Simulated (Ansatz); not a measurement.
Run report: BSiH$_{5}$O$_{3}$, geometry relaxation (part 2 of 2)

BSiH$_{5}$O$_{3}$, SMILES OB(O)O[SiH3]; RKS PBE-D4/def2-SVP (Ansatz 0.2.0). The geometry: force-field start.

Geometry of the input (Å):
```
O  -0.7233  -0.4813  -1.9331
B  0.2781  -0.6233  -0.9497
O  1.6335  -0.2960  -1.3025
O  0.0425  -1.2201  0.3409
Si -0.3907  0.0647  1.3929
H  -1.1094  0.4974  -1.7894
H  1.8073  0.6483  -1.0062
H  -1.5138  0.8475  0.9070
H  -0.7153  -0.4523  2.7801
H  0.7742  0.9641  1.5629
```

Trajectory as extended XYZ, continued:
```
10
Properties=species:S:1:pos:R:3:forces:R:3 step=8 energy=-14762.06303
O    -0.9682   -0.3789   -1.6299    0.0621   0.3038  -0.1900
B     0.2601   -0.3706   -1.0185   -0.0514   0.0091   0.1211
O     1.4033   -0.1130   -1.7440    0.0982   0.0304   0.2254
O     0.3367   -0.6170    0.3431    0.0896   0.0833  -0.0514
Si   -0.3996    0.1781    1.6298   -0.0336  -0.0254   0.0303
H    -0.9083    0.0305   -2.5166   -0.0049  -0.2718   0.1231
H     2.1591   -0.0409   -1.1251   -0.1378  -0.0749  -0.2318
H    -1.6581    0.8699    1.1763    0.0237  -0.0220   0.0371
H    -0.7016   -0.8179    2.7127    0.0035   0.0048  -0.0479
H     0.5598    1.2087    2.1751   -0.0495  -0.0373  -0.0159
10
Properties=species:S:1:pos:R:3:forces:R:3 step=9 energy=-14762.12433
O    -0.9648   -0.2585   -1.5638    0.1159   0.1937  -0.2034
B     0.2911   -0.3042   -1.0084   -0.1282  -0.0473   0.0236
O     1.4074   -0.1930   -1.8064    0.0580  -0.0175   0.1128
O     0.4287   -0.4720    0.3567    0.0492   0.0752  -0.0532
Si   -0.4209    0.1948    1.6472   -0.0051  -0.0004   0.0699
H    -0.9112   -0.0143   -2.5099   -0.0204  -0.1527   0.2033
H     2.2027   -0.1983   -1.2406   -0.0339  -0.0175  -0.1210
H    -1.7175    0.8020    1.1873    0.0123  -0.0087   0.0206
H    -0.6773   -0.8710    2.6750    0.0082  -0.0009  -0.0501
H     0.4449    1.2634    2.2658   -0.0560  -0.0240  -0.0025
10
Properties=species:S:1:pos:R:3:forces:R:3 step=10 energy=-14762.16512
O    -0.9482   -0.1395   -1.5055    0.0342   0.0548  -0.1813
B     0.3241   -0.2432   -1.0015    0.0400  -0.0181   0.0890
O     1.4026   -0.2975   -1.8564   -0.0224  -0.0274   0.0015
O     0.5249   -0.2967    0.3634   -0.1567   0.1510   0.1613
Si   -0.4382    0.2187    1.6616    0.1918  -0.0832  -0.2098
H    -0.9251   -0.0668   -2.4790   -0.0192  -0.0386   0.1421
H     2.2338   -0.3468   -1.3511   -0.0291  -0.0070  -0.0116
H    -1.7616    0.7442    1.1915   -0.0323   0.0108  -0.0131
H    -0.6431   -0.9291    2.6035    0.0009  -0.0529   0.0064
H     0.3139    1.3056    2.3763   -0.0071   0.0106   0.0155
10
Properties=species:S:1:pos:R:3:forces:R:3 step=11 energy=-14762.16650
O    -0.9262   -0.0738   -1.5301   -0.2192   0.0650   0.4038
B     0.3296   -0.1910   -0.9870   -0.1273  -0.0195  -0.4403
O     1.3670   -0.4094   -1.8651    0.3181   0.0002   0.2110
O     0.5446   -0.0978    0.3686    0.2401   0.0428  -0.3515
Si   -0.4314    0.2584    1.6802   -0.2672  -0.1171   0.1730
H    -0.8986   -0.1422   -2.4984    0.0663  -0.0228  -0.0567
H     2.2174   -0.4447   -1.3905   -0.0128  -0.0292  -0.0388
H    -1.7859    0.7329    1.2369   -0.0079   0.0202   0.0277
H    -0.5664   -1.0060    2.4832   -0.0275   0.0700   0.0758
H     0.2330    1.3226    2.5049    0.0373  -0.0095  -0.0040
10
Properties=species:S:1:pos:R:3:forces:R:3 step=12 energy=-14762.18819
O    -0.9384   -0.1048   -1.4755    0.0125  -0.0129  -0.0085
B     0.3468   -0.1774   -0.9977   -0.0175   0.0338   0.0244
O     1.3862   -0.4120   -1.8680    0.0141   0.0030  -0.0092
O     0.5939   -0.0089    0.3485   -0.0004  -0.0004  -0.0167
Si   -0.4356    0.2634    1.6572    0.0091  -0.0129  -0.0130
H    -0.9528   -0.2185   -2.4421   -0.0075  -0.0116   0.0067
H     2.2364   -0.4234   -1.3941   -0.0071  -0.0062   0.0115
H    -1.7668    0.7979    1.2120    0.0058   0.0101   0.0112
H    -0.6297   -1.0254    2.4074   -0.0042   0.0070  -0.0031
H     0.2432    1.2580    2.5552   -0.0049  -0.0100  -0.0033
10
Properties=species:S:1:pos:R:3:forces:R:3 step=13 energy=-14762.19136
O    -0.9421   -0.1530   -1.4665   -0.0092  -0.0054  -0.0061
B     0.3481   -0.1726   -0.9986    0.0021   0.0052  -0.0099
O     1.3897   -0.3960   -1.8696   -0.0036   0.0018   0.0019
O     0.6001    0.0331    0.3408    0.0024   0.0034   0.0078
Si   -0.4340    0.2739    1.6515   -0.0028  -0.0026   0.0103
H    -0.9638   -0.2950   -2.4292   -0.0017  -0.0088   0.0058
H     2.2382   -0.3832   -1.3928    0.0112   0.0020  -0.0016
H    -1.7420    0.8768    1.2261    0.0000   0.0076  -0.0028
H    -0.6806   -1.0380    2.3438   -0.0051   0.0001  -0.0093
H     0.2696    1.2030    2.5974    0.0067  -0.0033   0.0039
10
Properties=species:S:1:pos:R:3:forces:R:3 step=14 energy=-14762.19123 accepted=F
O    -0.9523   -0.2687   -1.4411    0.2638  -0.0011   0.0703
B     0.3514   -0.1740   -0.9988   -0.1456   0.0570   0.0624
O     1.3976   -0.3574   -1.8738    0.0571  -0.0065   0.0904
O     0.6148    0.1153    0.3298   -0.0923  -0.0635  -0.1868
Si   -0.4310    0.3002    1.6421   -0.0758  -0.0141   0.1328
H    -0.9907   -0.4643   -2.3954    0.0394   0.0112   0.0872
H     2.2458   -0.2740   -1.3969   -0.1132  -0.0003  -0.0922
H    -1.6808    1.0561    1.2468    0.1510  -0.0760   0.0736
H    -0.8098   -1.0606    2.1989    0.0508   0.2204  -0.0799
H     0.3382    1.0764    2.6913   -0.1351  -0.1272  -0.1577
10
Properties=species:S:1:pos:R:3:forces:R:3 step=15 energy=-14762.19472
O    -0.9451   -0.2101   -1.4499   -0.0176   0.0057   0.0023
B     0.3499   -0.1717   -0.9980    0.0193  -0.0425   0.0006
O     1.3930   -0.3735   -1.8719    0.0040   0.0089  -0.0130
O     0.6070    0.0604    0.3356   -0.0038   0.0291   0.0461
Si   -0.4333    0.2836    1.6451   -0.0149   0.0134   0.0148
H    -0.9761   -0.3747   -2.4083    0.0008  -0.0072  -0.0171
H     2.2420   -0.3258   -1.3974   -0.0023   0.0036  -0.0175
H    -1.7092    0.9644    1.2334    0.0254  -0.0064   0.0058
H    -0.7468   -1.0445    2.2788   -0.0036   0.0127  -0.0154
H     0.3018    1.1409    2.6354   -0.0070  -0.0172  -0.0066
10
Properties=species:S:1:pos:R:3:forces:R:3 step=16 energy=-14762.19699
O    -0.9461   -0.2650   -1.4343    0.0343  -0.0538  -0.0086
B     0.3527   -0.1825   -0.9937    0.0175   0.1291  -0.0187
O     1.3941   -0.3575   -1.8772    0.0135  -0.0304   0.0726
O     0.6153    0.1037    0.3316   -0.0370  -0.0508  -0.0395
Si   -0.4329    0.2981    1.6409   -0.0318  -0.0121   0.0613
H    -0.9848   -0.4553   -2.3893    0.0232   0.0092   0.0718
H     2.2461   -0.2702   -1.4113   -0.0508  -0.0008  -0.0458
H    -1.6763    1.0517    1.2461    0.0626  -0.0290   0.0274
H    -0.8108   -1.0508    2.2055    0.0183   0.0991  -0.0449
H     0.3257    1.0769    2.6845   -0.0499  -0.0607  -0.0757
10
Properties=species:S:1:pos:R:3:forces:R:3 step=17 energy=-14762.19654 accepted=F
O    -0.9467   -0.3290   -1.4113    0.1848   0.0515  -0.0255
B     0.3570   -0.1641   -0.9949   -0.0814  -0.1688   0.0375
O     1.3961   -0.3414   -1.8806    0.0415   0.0746   0.0821
O     0.6243    0.1434    0.3262   -0.0835   0.0162  -0.0865
Si   -0.4339    0.3096    1.6337   -0.0477   0.0015   0.1145
H    -0.9936   -0.5489   -2.3609    0.0396   0.0289   0.1313
H     2.2500   -0.2142   -1.4243   -0.1174  -0.0103  -0.0761
H    -1.6382    1.1445    1.2616    0.1249  -0.0831   0.0563
H    -0.8839   -1.0523    2.1264    0.0574   0.1950  -0.0775
H     0.3520    1.0013    2.7270   -0.1182  -0.1056  -0.1563
10
Properties=species:S:1:pos:R:3:forces:R:3 step=18 energy=-14762.19916
O    -0.9434   -0.3094   -1.4101    0.0407   0.0558   0.0233
B     0.3581   -0.1816   -0.9885   -0.0820  -0.1217   0.0714
O     1.3923   -0.3553   -1.8759    0.0218   0.0594  -0.0732
O     0.6194    0.0934    0.3359    0.0087   0.0618   0.0259
Si   -0.4393    0.3000    1.6352    0.0404  -0.0084  -0.0022
H    -0.9817   -0.4733   -2.3674   -0.0234  -0.0382  -0.0629
H     2.2471   -0.2200   -1.4308    0.0176  -0.0144   0.0058
H    -1.6551    1.0936    1.2448    0.0202  -0.0052   0.0037
H    -0.8543   -1.0406    2.1775   -0.0143   0.0211  -0.0056
H     0.3399    1.0423    2.6822   -0.0296  -0.0102   0.0138
10
Properties=species:S:1:pos:R:3:forces:R:3 step=19 energy=-14762.20368
O    -0.9408   -0.3422   -1.3895    0.0259   0.0042   0.0055
B     0.3616   -0.1833   -0.9818   -0.0124  -0.0191  -0.0104
O     1.3884   -0.3302   -1.8849    0.0032   0.0108  -0.0009
O     0.6324    0.1196    0.3356    0.0183   0.0094  -0.0157
Si   -0.4355    0.3076    1.6294   -0.0345   0.0004   0.0247
H    -0.9869   -0.5390   -2.3415   -0.0077  -0.0101   0.0020
H     2.2475   -0.1899   -1.4488   -0.0044  -0.0005  -0.0045
H    -1.6208    1.1491    1.2468    0.0144   0.0016   0.0068
H    -0.9039   -1.0346    2.1215   -0.0002   0.0115  -0.0091
H     0.3410    0.9920    2.7162   -0.0026  -0.0083   0.0016
10
Properties=species:S:1:pos:R:3:forces:R:3 step=20 energy=-14762.20631
O    -0.9360   -0.4035   -1.3578    0.1029  -0.0013   0.0077
B     0.3678   -0.1880   -0.9734   -0.0280   0.0076  -0.0589
O     1.3847   -0.3020   -1.8936    0.0194  -0.0006   0.0466
O     0.6457    0.1464    0.3356    0.0018  -0.0157  -0.0470
Si   -0.4369    0.3188    1.6203   -0.0685   0.0051   0.0896
H    -0.9907   -0.6252   -2.3047    0.0007   0.0059   0.0394
H     2.2479   -0.1277   -1.4754   -0.0679  -0.0045  -0.0201
H    -1.5729    1.2395    1.2552    0.0572  -0.0445   0.0293
H    -0.9798   -1.0240    2.0427    0.0235   0.0810  -0.0304
H     0.3534    0.9148    2.7541   -0.0411  -0.0332  -0.0562
10
Properties=species:S:1:pos:R:3:forces:R:3 step=21 energy=-14762.20751
O    -0.9315   -0.4317   -1.3453    0.0824   0.0049  -0.0038
B     0.3703   -0.1895   -0.9718   -0.0147  -0.0142  -0.0359
O     1.3828   -0.2920   -1.8977    0.0288   0.0094   0.0422
O     0.6499    0.1548    0.3346   -0.0039  -0.0019  -0.0365
Si   -0.4361    0.3241    1.6179   -0.0786  -0.0076   0.0787
H    -0.9894   -0.6616   -2.2901    0.0002   0.0084   0.0405
H     2.2459   -0.0986   -1.4875   -0.0722  -0.0079  -0.0191
H    -1.5508    1.2747    1.2658    0.0546  -0.0339   0.0205
H    -1.0154   -1.0131    2.0085    0.0388   0.0788  -0.0231
H     0.3575    0.8819    2.7686   -0.0353  -0.0360  -0.0635
10
Properties=species:S:1:pos:R:3:forces:R:3 step=22 energy=-14762.20894
O    -0.9243   -0.4725   -1.3313    0.0302   0.0012  -0.0154
B     0.3726   -0.1940   -0.9702    0.0008  -0.0111   0.0085
O     1.3809   -0.2779   -1.9013    0.0460   0.0121   0.0179
O     0.6503    0.1666    0.3323   -0.0181   0.0059  -0.0265
Si   -0.4411    0.3316    1.6132   -0.0044  -0.0094   0.0619
H    -0.9853   -0.7131   -2.2729    0.0003   0.0078   0.0296
H     2.2405   -0.0554   -1.4993   -0.0635  -0.0116  -0.0156
H    -1.5173    1.3316    1.2839    0.0285  -0.0398   0.0104
H    -1.0577   -0.9971    1.9668    0.0094   0.0608  -0.0246
H     0.3643    0.8291    2.7818   -0.0293  -0.0159  -0.0461
10
Properties=species:S:1:pos:R:3:forces:R:3 step=23 energy=-14762.20953
O    -0.9188   -0.4994   -1.3190    0.0083   0.0000  -0.0049
B     0.3750   -0.1976   -0.9679   -0.0074  -0.0010   0.0110
O     1.3794   -0.2688   -1.9035    0.0366   0.0048  -0.0022
O     0.6522    0.1763    0.3304   -0.0063   0.0077   0.0128
Si   -0.4391    0.3363    1.6129   -0.0142  -0.0037  -0.0204
H    -0.9835   -0.7468   -2.2581    0.0015   0.0017   0.0050
H     2.2357   -0.0265   -1.5071   -0.0382  -0.0089  -0.0081
H    -1.4957    1.3583    1.2965    0.0154   0.0031   0.0082
H    -1.0940   -0.9801    1.9290    0.0198   0.0100   0.0111
H     0.3719    0.7972    2.7895   -0.0155  -0.0137  -0.0125
10
Properties=species:S:1:pos:R:3:forces:R:3 step=24 energy=-14762.20972
O    -0.9174   -0.5055   -1.3185    0.0038   0.0027  -0.0001
B     0.3751   -0.1975   -0.9686   -0.0043  -0.0056   0.0022
O     1.3797   -0.2677   -1.9044    0.0085   0.0006  -0.0044
O     0.6512    0.1810    0.3285   -0.0085   0.0059   0.0106
Si   -0.4405    0.3378    1.6109    0.0007  -0.0029  -0.0022
H    -0.9819   -0.7558   -2.2567    0.0023   0.0006   0.0011
H     2.2343   -0.0215   -1.5080   -0.0103  -0.0019   0.0000
H    -1.4898    1.3689    1.3031    0.0011   0.0010  -0.0027
H    -1.0972   -0.9773    1.9254    0.0033   0.0002  -0.0032
H     0.3697    0.7865    2.7913    0.0034  -0.0006  -0.0012
```

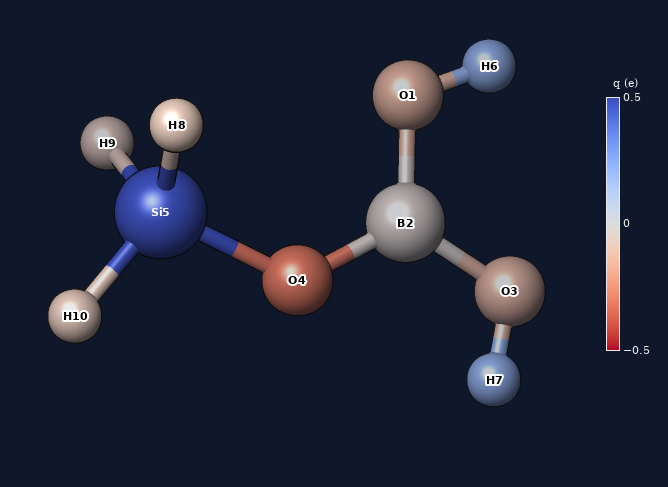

*Mulliken charges, as the colour of each atom (ball-and-stick view, seen at a tilt; atoms are numbered from 1 in the order of the input).*

By element: O −0.32 to −0.13, B −0.03, Si +0.48 and H −0.08 to +0.19 e.

Results in brief:

| quantity | value |
| --- | --- |
| outcome | converged |
| total energy | −14762.2098 eV |
| mean-field energy | −14762.0292 eV |
| dispersion energy | −0.1805 eV |
| SCF solution under orbital rotations | stable |
| largest force (length of the vector) at the end | 0.015 eV/Å |
| dipole moment | 0.76 D |
| wall time | 25 s (CPU time 86 s) |
| peak memory | 0.14 GiB |
